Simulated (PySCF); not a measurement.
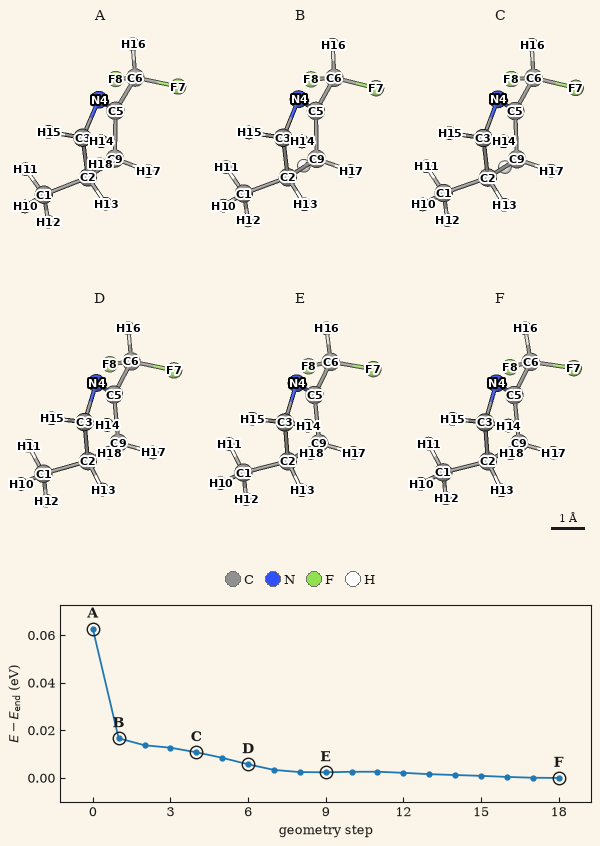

Frames of a relaxation of C₆H₉F₂N, marked on the history of the run. A ball-and-stick model, seen from a free direction.

The start comes from GFN2-xTB.

These are results of PBE0-D3(BJ)/def2-SVP geometry optimisation, gas phase in PySCF 2.14.0, density-fitted response routines, not measurements. 

Question: What happens along the run?

Answer: Over 18 geometry steps the energy falls by 0.063 eV. The largest move after the best rigid fit is that of H18, 0.38 Å. By element the largest moves are H 0.38 Å, F 0.23 Å, C 0.19 Å, N 0.08 Å. Near-neighbour distances that change, for instance: C3–N4 1.439 → 1.456 Å, C1–H10 1.088 → 1.101 Å, N4–C5 1.261 → 1.270 Å, C2–C3 1.554 → 1.546 Å. From step 0 to 1: F8 moves most (0.15 Å), energy −0.046 eV. From step 1 to 4: H atoms move most (0.05 Å), energy −0.006 eV. From step 4 to 6: H atoms move most (0.15 Å), energy −0.005 eV. From step 6 to 9: F8 moves most (0.08 Å), energy −0.003 eV. From step 9 to 18: F8 moves most (0.06 Å), energy −0.002 eV.

```
step  E − E(0), eV
   0        0.0000
   1       -0.0461
   2       -0.0490
   3       -0.0501
   4       -0.0520
   5       -0.0543
   6       -0.0570
   7       -0.0594
   8       -0.0603
   9       -0.0604
  10       -0.0602
  11       -0.0602
  12       -0.0606
  13       -0.0612
  14       -0.0616
  15       -0.0619
  16       -0.0623
  17       -0.0627
  18       -0.0628
```
